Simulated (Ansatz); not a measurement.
```xyz
5

C    -1.6571   -0.2850    1.5214
F    -3.4589   -0.8896   -0.5442
O    -1.0864   -0.0342   -1.4947
Si   -1.9574   -0.2180   -0.2069
H    -1.4716    0.5767    2.1757
```

Geometry: B3LYP-D3(BJ)/def2-SVPD.

Theory: Ansatz, isolated molecule in a Gaussian basis; Kohn-Sham density functional theory, functional PBE0.

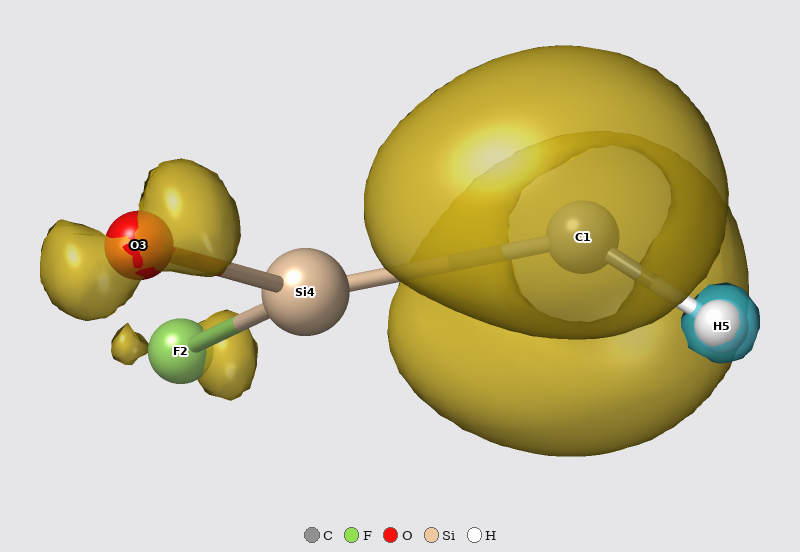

CHFOSi (SMILES [CH]=[Si]([O-])F) (charge −1, doublet). Isosurfaces of the spin density (α minus β) at +0.03 (yellow) and −0.03 e/Å³ (cyan), seen from one side.

**Which atoms carry the spin?**

The unpaired spin (1 electron) lies mostly on C1 (about 0.8) and Si4 (about 0.1), in electrons by Hirshfeld's partition.
